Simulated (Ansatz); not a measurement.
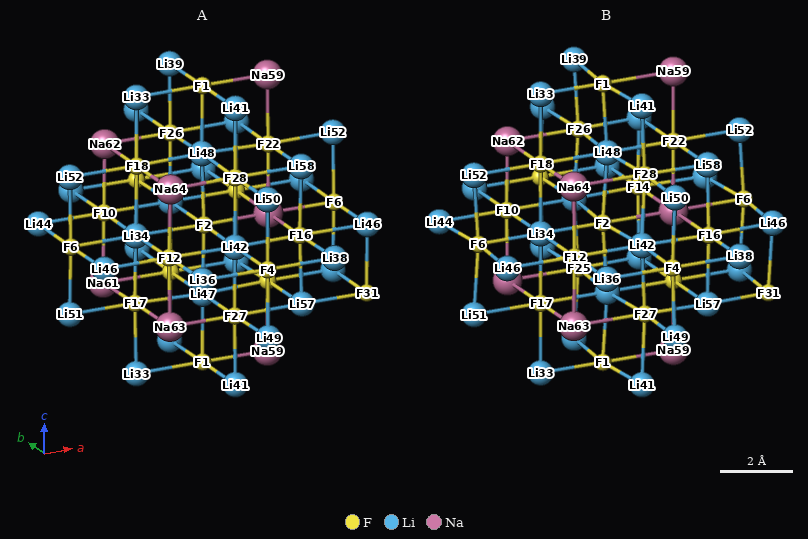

Two geometries of crystalline F32Li26Na6 (a generated structure, set up in P1), drawn at one scale. One is the start of a relaxation, the other its converged end. Style: ball-and-stick. Shown: the atoms within 5.0 Å of the atom that moves most (axes of the cell of the calculation (origin shifted)), from a free direction.

All numbers below come from DFT, PBEsol, PAW, plane waves (Ansatz 0.2.0). (plane-wave cutoff 420 eV; k-point mesh 1 × 1 × 1; mesh shifted by (0.25, 0.25, 0.25); no spin polarisation; cell relaxed at fixed shape; force threshold 0.03 eV/Å; at most 80 steps)

Question: Which geometry has the lower energy?

Answer: Structure B is the relaxed one. The energy falls by 22.8 meV per atom in 6 geometry steps. The largest force component goes from 1.4 to 0.0019 eV/Å. The pressure goes from 2.70 to 0.04 GPa. The largest move relative to the cell is that of an F atom, 0.18 Å roughly along −a. By element the largest moves are F 0.18 Å, Li 0.12 Å, Na 0.04 Å. Cell: a = b = c 8.252 → 8.325 Å (+0.9 %). Volume +2.7 %. Near-neighbour distances that change, for instance: F–Na 2.030 → 2.226 Å, F–Li 2.125 → 1.941 Å, F–Na 2.041 → 2.214 Å, F–Li 1.988 → 2.150 Å. Bond angles that change, for instance: F–Li–F 87.3° → 96.8°, Li–F–Li 179.4° → 171.2°, F–Li–F 89.4° → 96.8°. The space group (tolerance 0.01 Å) goes from P1 (No. 1) to Pmmm (No. 47). The run took 6.5 s on 1 × NVIDIA GB300 Max-Q with 8 threads of Arm Neoverse-V2, peak memory 1.8 GiB.
